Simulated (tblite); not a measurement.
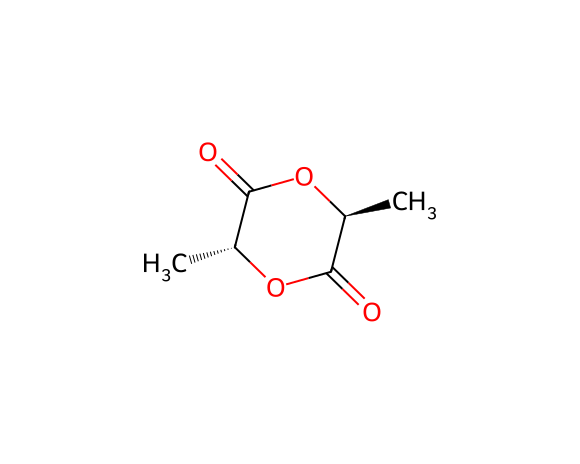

(Drawn from a calculation with tblite.)

A structural formula.

Q: Give its SMILES.

A: C[C@@H]1OC(=O)[C@@H](C)OC1=O

Q: What is the molecular formula?

A: C6H8O4.

Q: An optimisation with GFN2-xTB gave a structure of which point group?

A: C1.
